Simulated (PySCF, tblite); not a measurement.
# C5H9O radical: geometry, infrared bands and EPR parameters

Aim: predict the infrared bands and EPR parameters of C5H9O radical (`[CH2][C@H](O)CC=C`).

Computed with tblite 0.8.0 and PySCF 2.14.0, with density-fitted response routines of our own, on a single molecule in the gas phase. Atoms are numbered from 0 throughout.

## (1) The starting structure

15 atoms, charge 0, multiplicity 2; geometry from: force field or distance geometry start.

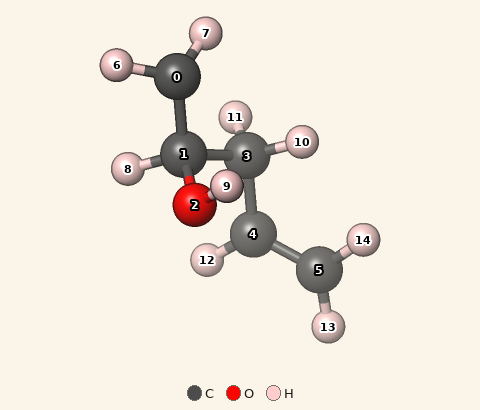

As it starts; carbon dark grey, oxygen red, hydrogen pink, atoms numbered.

## (2) Optimising the geometry with GFN2-xTB

The job: settings as JSON, then the geometry in Å.

```
{"job": {"kind": "relax", "xc": "GFN2-xTB", "basis": "xTB"}, "charge": 0, "multiplicity": 2}
C     -2.250600     0.487100    -0.031600
C     -1.004800    -0.367700    -0.080600
O     -0.909300    -0.998700     1.167400
C      0.197200     0.483300    -0.419300
C      1.439600    -0.381600    -0.442000
C      2.424100    -0.064300     0.401700
H     -3.088500    -0.116000    -0.431500
H     -2.099900     1.449500    -0.553100
H     -1.165400    -1.176500    -0.841000
H     -1.175500    -0.449200     1.935700
H      0.370100     1.275900     0.327900
H      0.112000     0.927700    -1.417700
H      1.536400    -1.213000    -1.121800
H      3.360100    -0.640600     0.427700
H      2.250000     0.792100     1.056200
```

Started as:

```console
OMP_NUM_THREADS=1 python probes_run.py task.json out
```

The driver reads the jobs from task.json and runs them one after another.

Standard output:

```text
step      E/eV     max force
  0    -522.64240    2.604
  1    -522.85655    1.601
  2    -522.97140    0.998
  3    -523.03875    0.805
  4    -523.09907    0.620
  5    -523.12682    0.681
  6    -523.15868    0.651
  7    -523.18767    0.495
  8    -523.20406    0.315
  9    -523.21325    0.257
 10    -523.22217    0.283
 11    -523.23359    0.356
 12    -523.24466    0.290
 13    -523.25205    0.206
 14    -523.25671    0.156
 15    -523.26006    0.163
 16    -523.26232    0.117
 17    -523.26386    0.094
 18    -523.26509    0.087
 19    -523.26619    0.099
 20    -523.26705    0.073
 21    -523.26769    0.072
 22    -523.26821    0.068
 23    -523.26874    0.088
 24    -523.26926    0.063
 25    -523.26977    0.060
 26    -523.27024    0.063
 27    -523.27072    0.086
 28    -523.27112    0.075
 29    -523.27144    0.045
 30    -523.27173    0.043
 31    -523.27206    0.060
 32    -523.27237    0.062
 33    -523.27264    0.048
 34    -523.27289    0.046
 35    -523.27321    0.068
 36    -523.27362    0.081
 37    -523.27405    0.066
 38    -523.27444    0.051
 39    -523.27482    0.050
 40    -523.27529    0.075
 41    -523.27583    0.088
 42    -523.27630    0.061
 43    -523.27664    0.052
 44    -523.27696    0.052
 45    -523.27746    0.076
 46    -523.27822    0.104
 47    -523.27907    0.093
 48    -523.27974    0.065
 49    -523.28019    0.061
 50    -523.28053    0.106
 51    -523.28120    0.069
 52    -523.28317    0.095
 53    -523.28452    0.129
 54    -523.28551    0.121
 55    -523.28667    0.123
 56    -523.28922    0.174
 57    -523.29359    0.181
 58    -523.29828    0.217
 59    -523.28642    0.902
 60    -523.30370    0.146
 61    -523.30593    0.115
 62    -523.30735    0.416
 63    -523.31014    0.093
 64    -523.31084    0.104
 65    -523.31243    0.152
 66    -523.31359    0.126
 67    -523.31797    0.124
 68    -523.32077    0.108
 69    -523.32292    0.199
 70    -523.32262    0.261
 71    -523.32625    0.161
 72    -523.32782    0.133
 73    -523.32924    0.123
 74    -523.33053    0.114
 75    -523.33154    0.079
 76    -523.33275    0.135
 77    -523.33330    0.125
 78    -523.33389    0.079
 79    -523.33439    0.099
 80    -523.33572    0.129
 81    -523.33664    0.114
 82    -523.33761    0.121
 83    -523.33800    0.057
 84    -523.33837    0.054
 85    -523.33858    0.056
 86    -523.33908    0.061
 87    -523.33941    0.067
 88    -523.33968    0.048
 89    -523.33986    0.042
 90    -523.34010    0.034
 91    -523.34032    0.046
 92    -523.34054    0.033
 93    -523.34072    0.032
 94    -523.34093    0.043
 95    -523.34105    0.043
 96    -523.34127    0.048
 97    -523.34142    0.036
 98    -523.34154    0.032
 99    -523.34163    0.028
100    -523.34170    0.019
101    -523.34177    0.016
102    -523.34181    0.016
103    -523.34185    0.016
104    -523.34190    0.017
105    -523.34195    0.015
106    -523.34198    0.012
107    -523.34200    0.011
108    -523.34203    0.013
109    -523.34207    0.014
110    -523.34210    0.013
111    -523.34213    0.013
112    -523.34216    0.014
113    -523.34222    0.016
114    -523.34230    0.019
115    -523.34239    0.024
116    -523.34246    0.024
117    -523.34254    0.028
118    -523.34267    0.031
119    -523.34287    0.029
120    -523.34309    0.017
121    -523.34323    0.012
122    -523.34327    0.012
123    -523.34329    0.012
124    -523.34331    0.012
125    -523.34333    0.010
126    -523.34335    0.013
127    -523.34338    0.018
128    -523.34341    0.016
129    -523.34343    0.022
130    -523.34345    0.015
131    -523.34347    0.013
132    -523.34351    0.015
133    -523.34358    0.023
134    -523.34365    0.018
135    -523.34370    0.012
136    -523.34372    0.008
```

Run time: 0.94 s. Hardware: 1 thread of Arm Neoverse N1, shared host; peak memory 0.18 GiB.

The steps of the relaxation: (not every step is listed)

```tsv
step	energy from step 0 (eV)	largest force (eV/Å)
0	0.0000	2.6039
1	-0.2142	1.6014
2	-0.3290	0.9977
3	-0.3964	0.8052
4	-0.4567	0.6198
5	-0.4844	0.6805
6	-0.5163	0.6506
7	-0.5453	0.4949
8	-0.5617	0.3153
20	-0.6247	0.0734
32	-0.6300	0.0619
44	-0.6346	0.0524
56	-0.6468	0.1737
68	-0.6784	0.1076
80	-0.6933	0.1288
92	-0.6981	0.0328
104	-0.6995	0.0166
116	-0.7001	0.0244
128	-0.7010	0.0158
131	-0.7011	0.0132
132	-0.7011	0.0146
133	-0.7012	0.0226
134	-0.7013	0.0178
135	-0.7013	0.0117
136	-0.7013	0.0081
```

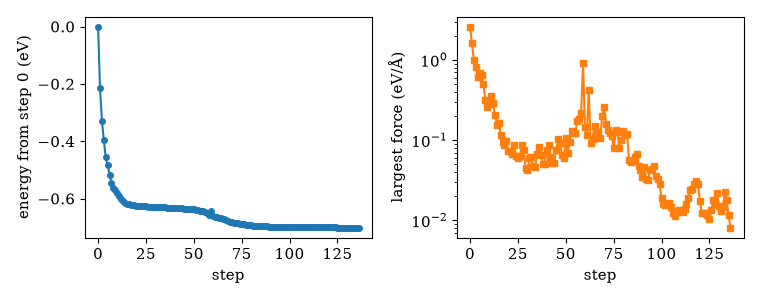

Energy and largest force along the relaxation.

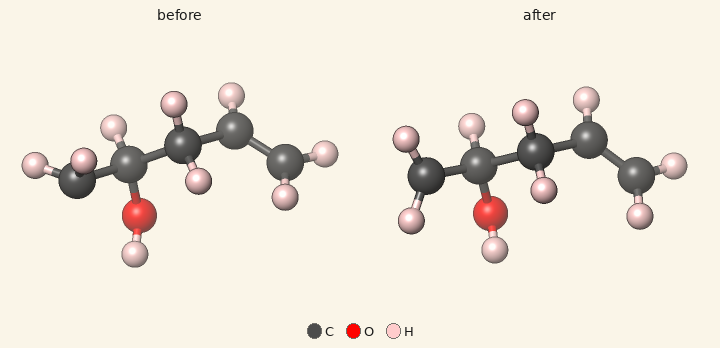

The geometry before (left) and after (right).

Close pairs (by a distance rule), those that changed most:

```tsv
bond	before (Å)	after (Å)	change (Å)
C1–C3	1.511	1.574	+0.063
C0–C1	1.512	1.469	-0.043
C0–H6	1.107	1.073	-0.034
C0–H7	1.105	1.071	-0.034
C3–C4	1.514	1.490	-0.024
C5–H13	1.099	1.076	-0.023
C1–H8	1.122	1.099	-0.023
O2–H9	0.981	0.964	-0.017
```

The final coordinates are the input of the step that follows.

## (3) Infrared spectrum with GFN2-xTB

The job: settings as JSON, then the geometry in Å.

```
{"job": {"kind": "ir", "xc": "GFN2-xTB", "basis": "xTB"}, "charge": 0, "multiplicity": 2}
C     -2.268559     0.391594    -0.275534
C     -1.031548    -0.397398    -0.211802
O     -0.889673    -1.126238     0.981344
C      0.210161     0.543319    -0.434975
C      1.473195    -0.246147    -0.400934
C      2.387776    -0.144216     0.546377
H     -2.770632     0.691430     0.623994
H     -2.612727     0.780273    -1.212627
H     -1.005578    -1.151583    -1.010282
H     -0.958242    -0.517286     1.725483
H      0.213949     1.304361     0.348175
H      0.087059     1.030998    -1.403115
H      1.593364    -0.959926    -1.204889
H      3.282469    -0.742434     0.543203
H      2.284573     0.551242     1.363670
```

Standard output:

```text
mode    cm-1     km/mol
  1      68.3      0.28
  2      76.4      0.85
  3     169.5      1.79
  4     213.2      0.06
  5     265.6     82.36
  6     327.8     18.68
  7     419.4      6.50
  8     422.4      4.01
  9     469.0     34.50
 10     507.2     46.54
 11     639.3     14.24
 12     867.7      0.93
 13     892.4     11.73
 14     899.6      9.24
 15     912.5      4.67
 16     972.0      5.35
 17    1015.9     15.43
 18    1036.6     83.03
 19    1074.3     22.50
 20    1140.4     30.71
 21    1179.4      9.89
 22    1212.8      1.62
 23    1236.2      3.08
 24    1266.6      4.39
 25    1295.0      2.89
 26    1337.3     75.16
 27    1392.7      6.43
 28    1412.8      1.48
 29    1463.4      0.93
 30    1707.9      9.83
 31    2882.3     21.62
 32    2976.9     38.66
 33    2980.9     25.97
 34    3063.0     33.07
 35    3097.4     28.67
 36    3128.0     48.39
 37    3135.1     13.44
 38    3184.7     29.23
 39    3540.4      7.92
```

Wall time 0.5 s (1 thread of Arm Neoverse N1, shared host); peak memory 0.18 GiB.

Which atoms move in the most intense modes:

```tsv
cm⁻¹	km/mol	atoms
266	82.4	H9 78 %
469	34.5	O2 20 %, C0 20 %, H6 17 %, C1 14 %
507	46.5	C0 32 %, C1 14 %, H6 14 %, H7 12 %
1037	83.0	C1 31 %, O2 17 %, H6 10 %
1337	75.2	H8 37 %, H9 27 %, C1 17 %
2977	38.7	H10 66 %, H11 24 %
3063	33.1	H12 90 %
3128	48.4	H13 74 %, H14 15 %
```

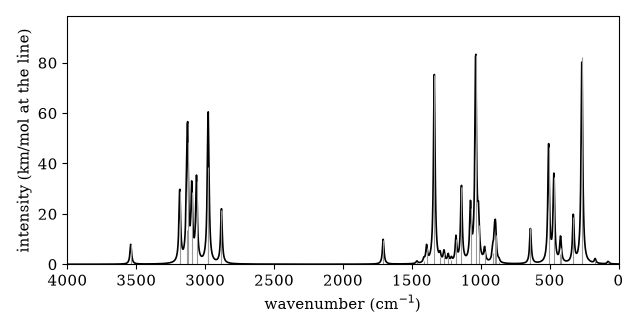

The infrared spectrum from these modes, unscaled. Lines are broadened to a width of 14 cm⁻¹ (Lorentzian).

## (4) g tensor and hyperfine couplings: B3LYP/pcH-1

The job, as its differences from that of step 3:

```diff
@@ -1,2 +1,2 @@
-{"job": {"kind": "ir", "xc": "GFN2-xTB", "basis": "xTB"}, "charge": 0, "multiplicity": 2}
+{"job": {"kind": "epr", "basis": "pcH-1"}, "charge": 0, "multiplicity": 2}
 C     -2.268559     0.391594    -0.275534
```

With the program's defaults for keys left out, this is: UKS B3LYP, pcH-1 on C H O, non-relativistic, mean-field spin-orbit, GIAO.

Standard output:

```text
UKS, coarse grid
  cycle   1  E = -270.99134838  |g| = 5.24e-01
  cycle   2  E = -270.89019822  |g| = 7.58e-01
  cycle   3  E = -271.09830140  |g| = 8.13e-02
  cycle   4  E = -271.10078260  |g| = 3.02e-02
  cycle   5  E = -271.10121936  |g| = 6.25e-03
  cycle   6  E = -271.10123343  |g| = 4.15e-03
  cycle   7  E = -271.10124259  |g| = 1.39e-03
  cycle   8  E = -271.10124322  |g| = 5.88e-04
UKS, final grid
  cycle   1  E = -271.10134138  |g| = 8.52e-04
  cycle   2  E = -271.10134077  |g| = 1.40e-03
  cycle   3  E = -271.10134173  |g| = 1.67e-04
  cycle   4  E = -271.10134174  |g| = 2.12e-05
  cycle   5  E = -271.10134174  |g| = 1.35e-05
E = -271.10134174 Eh   <S^2> = 0.7536 (exact 0.7500)
g shifts (ppm)      1          2          3
  rmc          -141       -141       -141
  gc              8         35         25
  oz_so         -66        463        536
  total        -199        357        419
hyperfine (MHz)  atom isotope    a_iso     a_fc   dipolar eigenvalues
    0   13C      92.88      92.88    -81.25    -80.60    161.86
    1   13C     -34.54     -34.54     -2.23      0.04      2.19
    2   17O       0.78       0.78     -2.90      1.40      1.51
    3   13C      77.46      77.46     -6.02     -5.87     11.89
    4   13C       7.29       7.29     -2.53     -1.07      3.60
    5   13C       1.50       1.50     -1.36     -0.72      2.08
    6    1H     -63.42     -63.42    -39.45      0.05     39.40
    7    1H     -62.32     -62.32    -39.19     -0.27     39.46
    8    1H      73.93      73.93     -5.17     -4.45      9.61
    9    1H      -0.08      -0.08     -3.60     -3.20      6.80
   10    1H      -3.95      -3.95     -5.99     -2.01      7.99
   11    1H      -2.18      -2.18     -5.59     -2.44      8.03
   12    1H       0.61       0.61     -1.70     -0.64      2.34
   13    1H       1.48       1.48     -0.94     -0.53      1.47
   14    1H       0.23       0.23     -0.95     -0.15      1.10
```

Run time: 60 s. Hardware: 1 thread of Arm Neoverse N1, shared host; peak memory 0.88 GiB.

Principal g values 2.00212, 2.00268, 2.00274; g(iso) = 2.00251, against 2.00232 for a free electron.

Mean a(iso) over the nuclei that a row names, and the largest dipolar term of the row (other rows stand at the frozen geometry):

```tsv
nuclei	isotope	a(iso) (MHz)	a(iso) (G, at g = 2.0023)	largest dipolar term (MHz)
C0	13C	92.9	33.1	161.9
C3	13C	77.5	27.6	11.9
H8	1H	73.9	26.4	9.6
H6, H7	1H	-62.9	-22.4	39.5
C1	13C	-34.5	-12.3	-2.2
C4	13C	7.3	2.6	3.6
H10	1H	-3.9	-1.4	8.0
H11	1H	-2.2	-0.8	8.0
C5	13C	1.5	0.5	2.1
H13	1H	1.5	0.5	1.5
O2	17O	0.8	0.3	-2.9
H12	1H	0.6	0.2	2.3
H14	1H	0.2	0.1	1.1
H9	1H	-0.1	0.0	6.8
```

Mulliken spin populations:

C0 1.08; C1 -0.08; O2 0.00; C3 0.05; C4 0.00; C5 0.01; H6 -0.05; H7 -0.04; H8 0.03; H9 0.00; H10 0.00; H11 0.00; H12 0.00; H13 0.00; H14 0.00

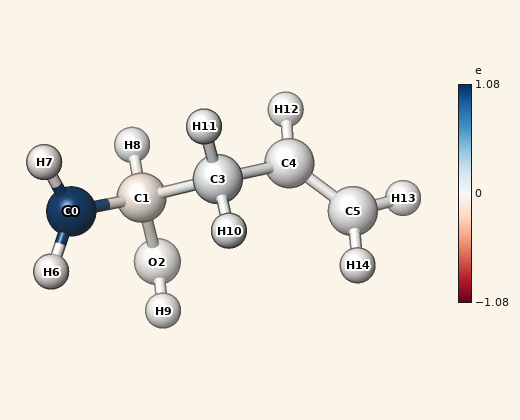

Mulliken spin populations, as colours on the atoms.

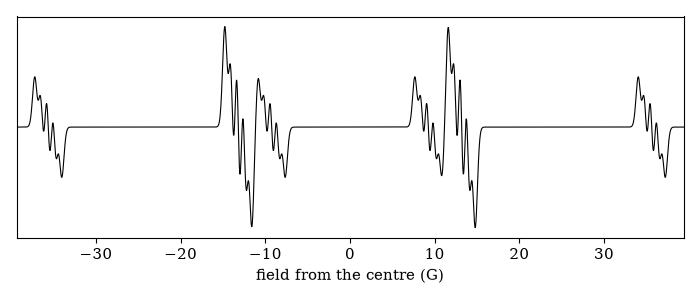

First-order isotropic spectrum (first derivative, main isotopes with spin only, couplings over 0.8 MHz, Gaussian width 0.3 G; couplings of the frozen geometry, rotation of groups not averaged beyond the rows shown).

Orbitals, density, ELF and potential are computed afterwards from the orbital file.

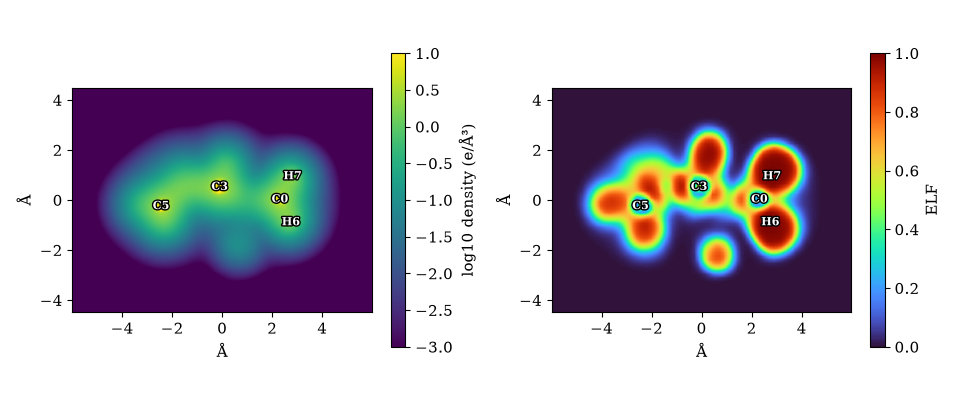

Density (left) and ELF (right) in a plane through or near 5 of the atoms.

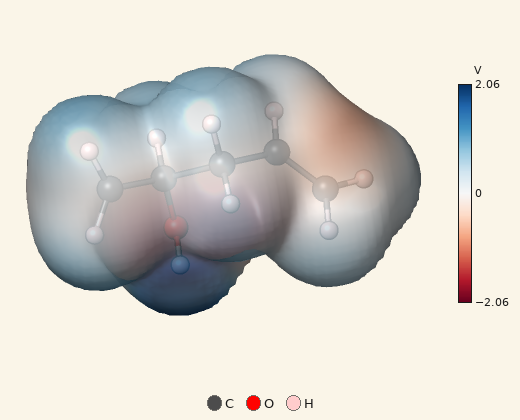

The potential that a unit positive charge feels on the 0.002 e/bohr³ surface, from -1.71 V near O2 to 2.06 V near H9.

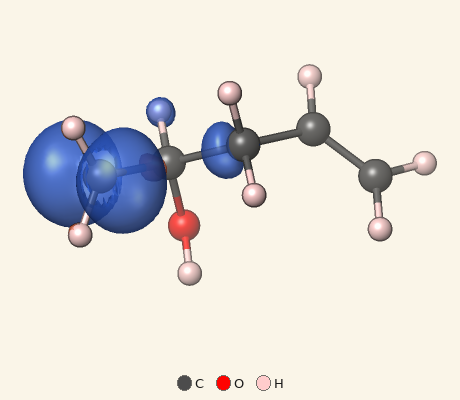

Spin density at ±0.04 e/Å³ (alpha excess blue, beta excess red).

## (5) What came out

| quantity | value |
| --- | --- |
| strongest single infrared mode (GFN2-xTB) | 1037 cm⁻¹, 83 km/mol |
| zero-point energy (GFN2-xTB) | 77.0 kcal/mol |
| g(iso) (B3LYP) | 2.00251 |
| ⟨S²⟩ | 0.754 (exact 0.75) |
| largest a(iso) (averaged by class) | 13C on C0, 92.9 MHz |
| surface potential, least and greatest | -1.71 V and 2.06 V |

What this shows: The optimisation took 136 steps and gained 0.701 eV; among the close pairs (by a distance rule), C1–C3 changed most, from 1.511 to 1.574 Å. No mode is imaginary among the 39: a minimum at this level. The strongest single mode, at 1037 cm⁻¹, is spread over many atoms; the largest shares are those of C1, O2. GFN2-xTB is a fitted tight-binding method: band positions and strengths are rough. Its intensities can rank the bands wrongly. Most of the unpaired spin sits on C0 (1.08 e). The isotropic g lies 0.2 ppt above the free-electron value.
